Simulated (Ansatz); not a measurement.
**H3O2Si (SMILES O[SiH]O): a chain of runs**

Wanted: energy and forces (UPBE/splines), then energy and forces (UPBE/cc-pVDZ-DK), then energy and forces (UPBE/x2c-TZVPall) of H3O2Si. 

Program for the calculation: Ansatz 0.2.0.

**1. The structure to begin with**

The species is H3O2Si (6 atoms), typed as a doublet with charge 0. As SMILES, `O[SiH]O`. The shape is that of a PBE0-D4/def2-TZVP optimisation.

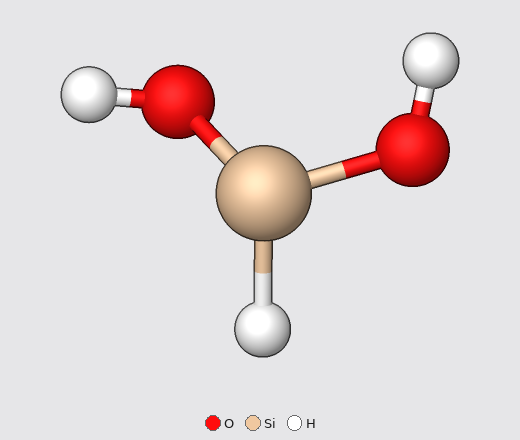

Viewed from a chosen angle; oxygen red, silicon light orange, hydrogen white.

**2. Energy and gradient at UPBE/splines (scalar, accuracy low) (run 1)**

Input file in.yaml:

```yaml
crystal:
  periodic: [false, false, false]
  atoms:
    - symbol: O
      position_ang: [-1.186200, -0.443400, -0.202500]
    - symbol: Si
      position_ang: [0.358900, 0.083300, -0.457100]
    - symbol: O
      position_ang: [1.071000, 0.255000, 1.010900]
    - symbol: H
      position_ang: [-1.625300, -0.879000, -0.934700]
    - symbol: H
      position_ang: [0.393800, 1.459300, -1.043800]
    - symbol: H
      position_ang: [0.987700, -0.475200, 1.627200]
basis:
  splines: {}
magnetization:
  spin_polarized: true
  initial_magnetization: 1
hamiltonian:
  xc: {name: PBE}
  pseudopotentials: {relativity: scalar}
accuracy: low
output: {forces: true}
```

Launch:

```sh
$ ansatz run in.yaml --threads 1 --pin off --max-ram 2610MiB --events-out events.jsonl --progress --plain --runs-dir runs
```

The log of the run:

```text
Error: memory limit exceeded: the `solve on splines` phase needs 2.67 GiB against a 2.32 GiB budget; largest carriers: lattices 2.03 GiB, atoms' tables 0.52 GiB, stability analysis 0.10 GiB, threads' scratch 0.02 GiB; a lower accuracy has fewer points, and so has a vacuum nearer to its least
raise --max-ram-frac (at most 1; over 0.88 where none was typed) and, where it was typed, --max-ram, as far as the host has headroom, free memory on the host or within its container's limit, run where the host or its container's limit has more memory, or run on fewer --threads, or lower what the refusal names above (a resume cannot: its deck is fixed)
```

Wall time 0.06 s (1 thread of AMD EPYC 7R13 (Zen 3), shared host).

The program refused the input.

**3. Energy and gradient at UPBE/cc-pVDZ-DK (sfX2C) (run 2)**

Input file in.yaml:

```yaml
crystal:
  periodic: [false, false, false]
  atoms:
    - {symbol: O, position_ang: [-1.186200, -0.443400, -0.202500]}
    - {symbol: Si, position_ang: [0.358900, 0.083300, -0.457100]}
    - {symbol: O, position_ang: [1.071000, 0.255000, 1.010900]}
    - {symbol: H, position_ang: [-1.625300, -0.879000, -0.934700]}
    - {symbol: H, position_ang: [0.393800, 1.459300, -1.043800]}
    - {symbol: H, position_ang: [0.987700, -0.475200, 1.627200]}
basis:
  gaussian: {orbitals: cc-pVDZ-DK.json}
magnetization: {spin_polarized: true, initial_magnetization: 1}
hamiltonian: {xc: pbe, pseudopotentials: {relativity: scalar}}
output: {forces: true, orbitals: {seedname: orbitals}}
```

The basis set cc-pVDZ-DK is read from a file made from the Basis Set Exchange's data (not shown).

Launch:

```sh
$ ansatz run in.yaml --threads 1 --pin off --max-ram 2610MiB --events-out events.jsonl --progress --plain --runs-dir runs
```

The log of the run, cut to the lines that bear on the results:

```text
Warning: RAYON_NUM_THREADS=1 ignored (pool sized by the plan → 1); use --threads N
Functional definition: PBE
  name "PBE"
[...]
684 factors; their error is unknown
[...]
mean field -12031.99604968 eV, -442.1676992459 hartree, gradient 4.9e-5 eV, S^2 0.751487; 0 other end points of the search recorded, 0 dependent functions left out
[...]
reference -12031.99607908 eV, -442.1677003262 hartree; 17, 16 occupied and 44, 45 virtual orbitals, 684 factors
Total energy: -12031.99607908 eV, -442.1677003262 hartree
Relativity: scalar
Atom 0 at    -1.186200    -0.443400    -0.202500 Å, force    -1.253366    -0.153130     0.944336 eV/Å
Atom 1 at     0.358900     0.083300    -0.457100 Å, force     0.789700    -0.238718    -1.700474 eV/Å
Atom 2 at     1.071000     0.255000     1.010900 Å, force     0.823761     0.919027     1.052116 eV/Å
Atom 3 at    -1.625300    -0.879000    -0.934700 Å, force    -0.324978    -0.359888    -0.642043 eV/Å
Atom 4 at     0.393800     1.459300    -1.043800 Å, force     0.044211     0.472277    -0.121962 eV/Å
Atom 5 at     0.987700    -0.475200     1.627200 Å, force    -0.079329    -0.639568     0.468027 eV/Å
Dipole moment:    -0.150465    -0.349617    -0.085116 e Å
```

Run time: 1.4 s. Hardware: 1 thread of AMD EPYC 7R13 (Zen 3), shared host; peak memory 0.12 GiB.

**4. Energy and forces at UPBE/x2c-TZVPall (sfX2C) (run 4)**

Input file input.yaml:

```yaml
crystal:
  periodic: [false, false, false]
  atoms:
    - {symbol: O, position_ang: [-1.186200, -0.443400, -0.202500]}
    - {symbol: Si, position_ang: [0.358900, 0.083300, -0.457100]}
    - {symbol: O, position_ang: [1.071000, 0.255000, 1.010900]}
    - {symbol: H, position_ang: [-1.625300, -0.879000, -0.934700]}
    - {symbol: H, position_ang: [0.393800, 1.459300, -1.043800]}
    - {symbol: H, position_ang: [0.987700, -0.475200, 1.627200]}
basis:
  gaussian:
    orbitals: x2c-TZVPall.json
output: {forces: true, orbitals: {seedname: orbitals}}
magnetization:
  spin_polarized: true
  initial_magnetization: 1
hamiltonian:
  xc: {name: PBE}
  pseudopotentials: {relativity: scalar}
```

The basis set x2c-TZVPall is read from a file made from the Basis Set Exchange's data (not shown).

Launch:

```sh
$ ansatz run input.yaml --threads 1 --pin off --max-ram 2610MiB --events-out events.jsonl --progress --plain --runs-dir runs
```

The log of the run, cut to the lines that bear on the results:

```text
Warning: RAYON_NUM_THREADS=1 ignored (pool sized by the plan → 1); use --threads N
[... 2 set-up lines as earlier in the session ...]
[...]
691 factors; their error is unknown
[...]
mean field -12034.72519479 eV, -442.2679934790 hartree, gradient 6.2e-5 eV, S^2 0.751744; 0 other end points of the search recorded, 0 dependent functions left out
[...]
reference -12034.72522811 eV, -442.2679947034 hartree; 17, 16 occupied and 100, 101 virtual orbitals, 691 factors
Total energy: -12034.72522811 eV, -442.2679947034 hartree
Relativity: scalar
Atom 0 at    -1.186200    -0.443400    -0.202500 Å, force    -0.294233     0.095051     0.526479 eV/Å
Atom 1 at     0.358900     0.083300    -0.457100 Å, force     0.284140    -0.172155    -0.546570 eV/Å
Atom 2 at     1.071000     0.255000     1.010900 Å, force     0.295412     0.544321     0.148019 eV/Å
Atom 3 at    -1.625300    -0.879000    -0.934700 Å, force    -0.246841    -0.254241    -0.435410 eV/Å
Atom 4 at     0.393800     1.459300    -1.043800 Å, force     0.009012     0.217447    -0.038977 eV/Å
Atom 5 at     0.987700    -0.475200     1.627200 Å, force    -0.047490    -0.430422     0.346460 eV/Å
Dipole moment:    -0.145312    -0.335464    -0.105769 e Å
```

Run time: 2.9 s. Hardware: 1 thread of AMD EPYC 7R13 (Zen 3), shared host; peak memory 0.15 GiB.

**5. Results**

```
                                                   quantity                value
                       run 2, UPBE/cc-pVDZ-DK: total energy        -442.16770 Eh
                      run 2, UPBE/cc-pVDZ-DK: dipole moment               1.87 D
 run 2, UPBE/cc-pVDZ-DK: HOMO energy (highest over α and β)             -4.16 eV
  run 2, UPBE/cc-pVDZ-DK: LUMO energy (lowest over α and β)             -2.54 eV
                               run 2, UPBE/cc-pVDZ-DK: ⟨S²⟩                0.751
           run 2, UPBE/cc-pVDZ-DK: largest force on an atom           1.890 eV/Å
                      run 4, UPBE/x2c-TZVPall: total energy        -442.26799 Eh
                     run 4, UPBE/x2c-TZVPall: dipole moment               1.83 D
run 4, UPBE/x2c-TZVPall: HOMO energy (highest over α and β)             -4.45 eV
 run 4, UPBE/x2c-TZVPall: LUMO energy (lowest over α and β)             -2.73 eV
                              run 4, UPBE/x2c-TZVPall: ⟨S²⟩                0.752
          run 4, UPBE/x2c-TZVPall: largest force on an atom           0.640 eV/Å
                                        run 1, UPBE/splines  no result (refused)
```

Mulliken charges (run 2, UPBE/cc-pVDZ-DK) run from -0.28 on O1 to +0.31 on Si2. The largest force (run 4, UPBE/x2c-TZVPall) is 0.64 eV/Å: the shape isn't a stationary point for this species at this level. The largest force (run 2, UPBE/cc-pVDZ-DK) is 1.89 eV/Å: the shape isn't a stationary point for this species at this level. Mulliken charges (run 4, UPBE/x2c-TZVPall) run from -0.43 on O3 to +0.31 on H6. 1 of the 3 runs gave no usable result.
